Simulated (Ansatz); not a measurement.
## A computed series for Sn: pressure series

The reference is Sn (space group I4_1/amd, No. 141; a = 5.886 Å, c = 3.184 Å).

Cell and atoms are relaxed at each pressure.

Computed with r2SCAN (Ansatz, a program for electronic structure, PAW, spin-orbit coupling left out).

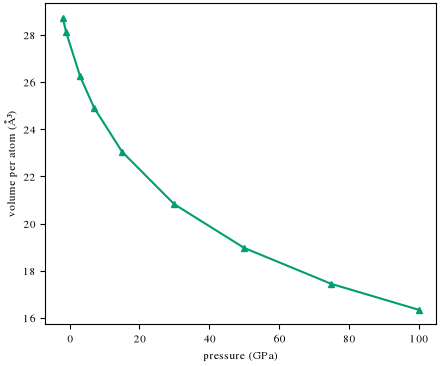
Figure: Volume against pressure

Problem. Estimate the zero-pressure bulk modulus from the plot.

Solution. About 55 GPa; a third-order Birch–Murnaghan fit to the points gives V₀ = 27.56 Å³/atom, B₀ = 55 GPa and B₀′ = 4.7.

Measured bulk modulus of Sn: 57.037 GPa (temperature not stated; as listed in Tao Chen et al., Physical Review Materials (2023)); the computed value is for a static lattice, so the two differ by thermal effects too.

Load acts through the strain it causes; cell and atoms are relaxed under it. Whether these cells are dynamically stable was not tested. Measured, Sn leaves this structure (for a body-centred tetragonal phase) near 8 GPa (temperature not stated; as listed in Olga Degtyareva, NATO science for peace and security series. B, Physics and biophysics (2010)).
